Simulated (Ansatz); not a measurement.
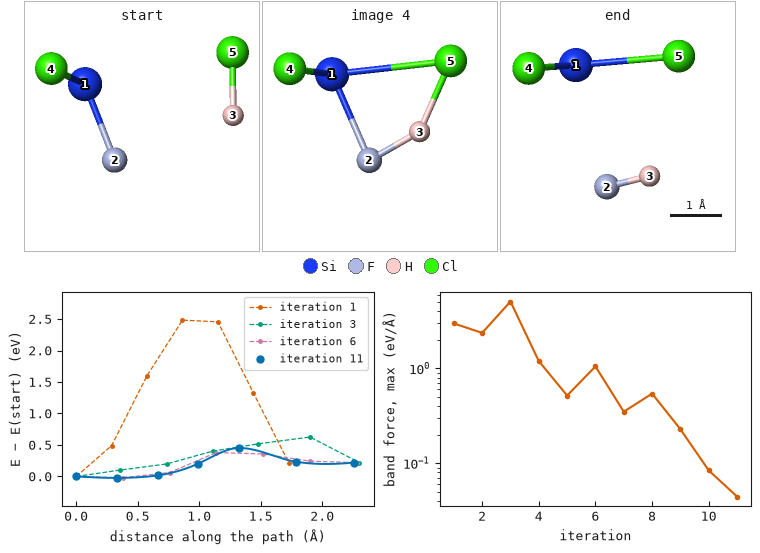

A nudged-elastic-band calculation for SiHCl$_{2}$F, made up of SiClF and HCl. Images are numbered from 0 (start) to 6 (end). The plot follows the band through its iterations. A ball-and-stick model, seen from a free direction.

Method: Ansatz 0.2.0, RKS PBE0-D4/def2-SVP. Settings: 5 movable images; climbing image.

**Judge this run.**

The run is converged, with reservations. The band converged in 11 iterations. The largest component of the band force went from 3 to 0.044 eV/Å. The climbing image converged on the top of the path. Its curvatures weren't checked. The largest force component is 0.84 eV/Å at the start and 0.28 eV/Å at the end; an end with forces this large is no minimum, and the barrier measured from it can be far off. The first iteration put the highest image at 2.48 eV. Relative to the start the highest point is image 4 at +0.45 eV and the end lies at +0.22 eV, but the profile dips to −0.02 eV at image 1 on the way, so an end point isn't at the bottom of its valley along this path.

Limits of the set-up: the start holds two separate molecules, 2.7 Å apart at their closest, whose relative position is a soft coordinate.

Cost: 89 s on 2 threads of Arm Neoverse V1 (shared host).
